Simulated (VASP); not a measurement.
Band structure of BBi (relaxed from the zinc blende structure, space group F-43m). All values below come from PBEsol GGA, VASP's PBE PAW potentials (set 64) (plane waves; VASP).

Unless said otherwise, spin-orbit coupling is left out, though it shifts the bands of the heavy elements here.

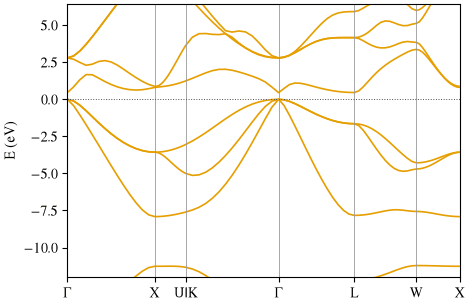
Bands along high-symmetry lines, zero at the valence-band maximum or, without a gap, the Fermi level

**Question.** Read the plot: is there a gap, and where are the band edges?

**Answer.** The gap is direct, 0.45 eV, from the valence maximum at Γ to the conduction minimum at Γ. (Edges off the drawn lines would not show.)

The structure was generated: BBi was put into the zinc blende type (F-43m), which need not be its known phase. It was relaxed first, which changed the volume by +5 %.
